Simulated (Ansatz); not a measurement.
# Calculations on C2H4Si

## 1. Relaxation

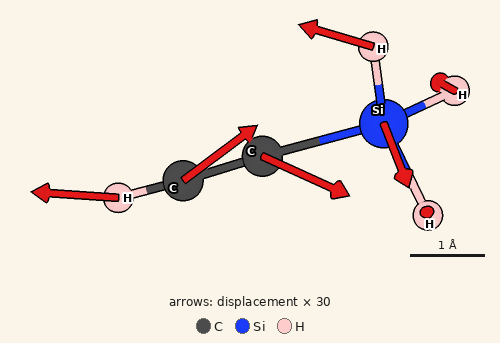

A relaxation of C$_{2}$H$_{4}$Si (coarse preliminary run). The starting structure is drawn; red arrows show the displacements, 30 times their true length. The two geometries are superimposed by the best rigid fit.

The picture is a ball-and-stick view, seen at a tilt.

The calculation used RKS PBE-D4/def2-SVP (Ansatz). Settings: force threshold 0.03 eV/Å; at most 250 steps.

**What happened in the run?**

The optimiser took 5 steps. The atom that moves furthest after the best rigid fit is a C atom (0.050 Å). Largest moves by element: C 0.050 Å, H 0.042 Å, Si 0.038 Å. Near-neighbour distances that change, for instance: C–H 1.004 → 1.082 Å, H–Si 1.546 → 1.503 Å, C–Si 1.866 → 1.837 Å, H–Si 1.476 → 1.503 Å. Among the angles between lasting bonds that change: C–C–H 177.2° → 180.0°, H–Si–H 106.6° → 109.3°, C–C–Si 178.0° → 180.0°.

## 2. Relaxation

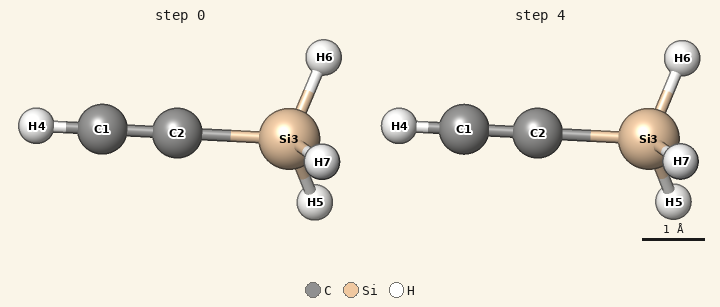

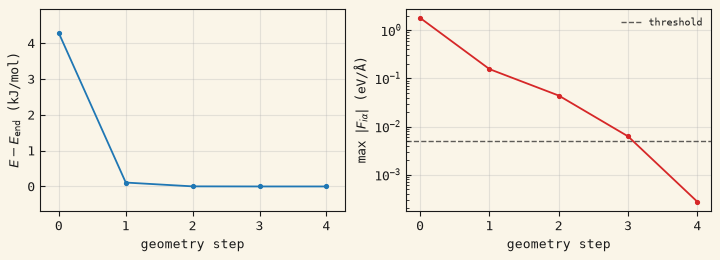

First and last geometry of a relaxation of C2H4Si, with the history of the run. The picture is a ball-and-stick view, seen from a free direction.

Level of theory: RKS PBE0-D4/def2-TZVP (Ansatz). (force threshold 0.005 eV/Å; at most 200 steps)

Question: Did the run converge, and what did it change?

Answer: It converged. Over 4 geometry steps the energy falls by 4.28 kJ/mol. Largest force component: 1.8 eV/Å at the start, 0.00027 eV/Å at the end. H4 moves most after the best rigid fit: 0.045 Å. Largest moves by element: H 0.045 Å, C 0.028 Å, Si 0.008 Å. Some distances before and after: C1–C2 1.229 → 1.206 Å, Si3–H5 1.503 → 1.483 Å, C1–H4 1.082 → 1.066 Å, C2–Si3 1.837 → 1.823 Å. The run took about 10 core-seconds on a shared host.

```json
{"step": "0", "E − E(0), kJ/mol": "0.00", "largest force component, eV/Å": "1.8050"}
{"step": "1", "E − E(0), kJ/mol": "-4.17", "largest force component, eV/Å": "0.1561"}
{"step": "2", "E − E(0), kJ/mol": "-4.27", "largest force component, eV/Å": "0.0440"}
{"step": "3", "E − E(0), kJ/mol": "-4.28", "largest force component, eV/Å": "0.0063"}
{"step": "4", "E − E(0), kJ/mol": "-4.28", "largest force component, eV/Å": "0.0003"}
```

## 3. Scan

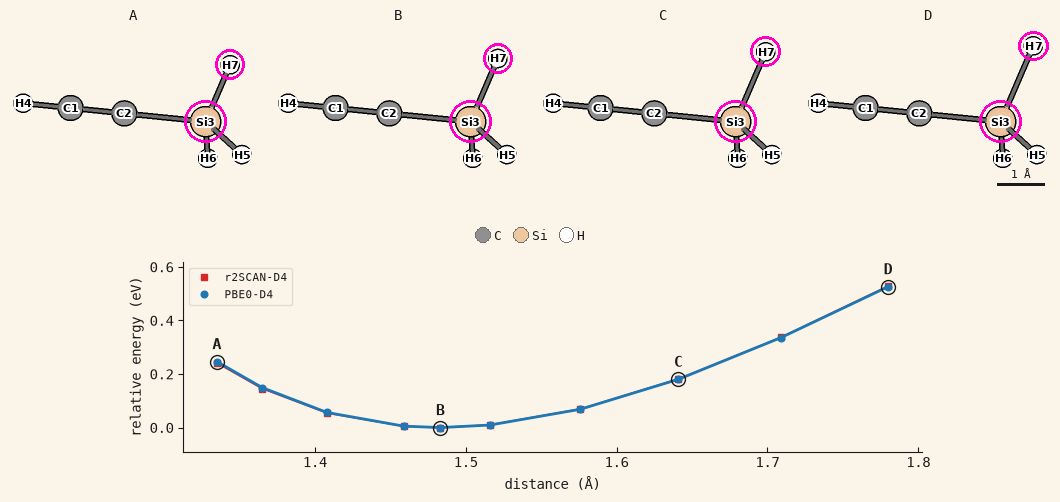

Energy scan for C$_{2}$H$_{4}$Si, in which the Si3–H7 distance is varied, with the rest of the molecule carried along rigidly. The lettered frames are marked on the plot, at the values of PBE0-D4. A ball-and-stick model, seen from a free direction. The ringed atoms are those of the scanned coordinate.

Computed with Ansatz: PBE0-D4, r2SCAN-D4, basis def2-TZVPP, on geometries moved rigidly from the minimum at PBE0-D4/def2-TZVP. Energies are counted from the PBE0-D4/def2-TZVP minimum geometry at the same level.

Question: Read off the main features of the energy profile.

Answer: With PBE0-D4: the lowest computed point lies at the distance 1.483 Å (0.000 eV). The curvature at the lowest point is about 18 eV/Å² (2.9 mdyn/Å). The well is steeper on the short side, as for any bond. At 1.780 Å the levels give PBE0-D4 0.526 eV, r2SCAN-D4 0.529 eV.

## 4. Scan

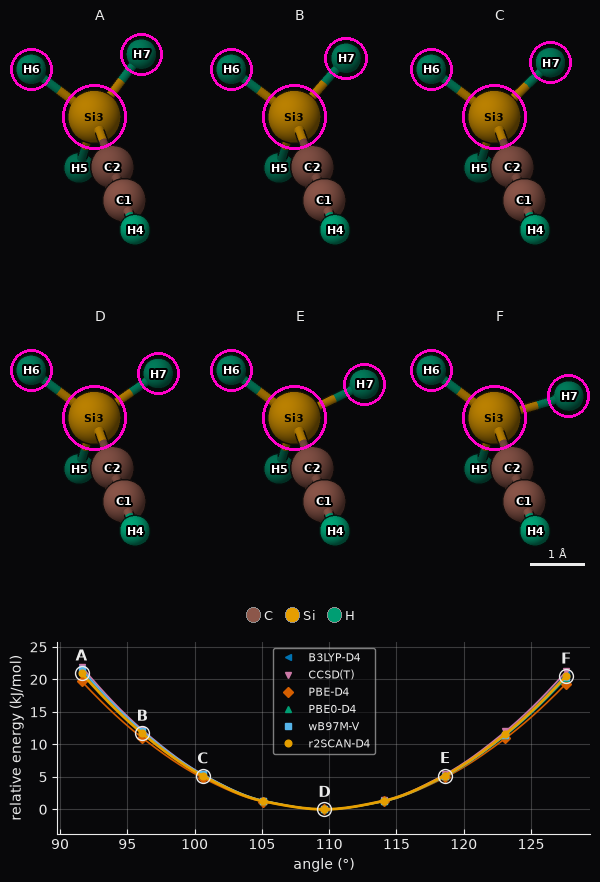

A scan of C2H4Si: the H7–Si3–H6 angle is varied, with the rest of the molecule carried along rigidly. The lettered frames are marked on the plot, at the values of r2SCAN-D4. Style: ball-and-stick. Shown onto the plane of the angle, with a slight tilt. The ringed atoms are those of the scanned coordinate.

Single-point energies from Ansatz with r2SCAN-D4, wB97M-V, PBE0-D4, PBE-D4, CCSD(T), B3LYP-D4 in the def2-TZVPP basis, on geometries moved rigidly from the minimum at PBE0-D4/def2-TZVP. Coupled cluster with a frozen core. Energies are counted from the PBE0-D4/def2-TZVP minimum geometry at the same level.

Q: Read off the main features of the energy profile.

A: With r2SCAN-D4: of the computed points the lowest is at the angle 109.6°, 0.0 kJ/mol. The curvature at the lowest point is about 4.4 eV/rad². At 91.6° the levels give PBE-D4 19.7 kJ/mol, r2SCAN-D4 21.0 kJ/mol, PBE0-D4 21.1 kJ/mol, B3LYP-D4 21.4 kJ/mol, wB97M-V 21.6 kJ/mol, CCSD(T) 22.0 kJ/mol. Closest to CCSD(T) there is wB97M-V.

The computed points:

Energies in kJ/mol.

```
angle (°)  r2SCAN-D4  wB97M-V  PBE0-D4  PBE-D4  CCSD(T)  B3LYP-D4
     91.6       21.0     21.6     21.1    19.7     22.0      21.4
     96.1       11.7     12.1     11.8    11.0     12.3      12.0
    100.6        5.2      5.4      5.2     4.8      5.4       5.3
    105.1        1.3      1.4      1.3     1.2      1.3       1.3
    109.6        0.0      0.0      0.0     0.0      0.0       0.0
    114.1        1.3      1.3      1.3     1.3      1.4       1.3
    118.6        5.2      5.1      5.1     4.9      5.4       5.3
    123.1       11.6     11.5     11.4    10.9     12.0      11.7
    127.6       20.5     20.4     20.2    19.3     21.2      20.8
```
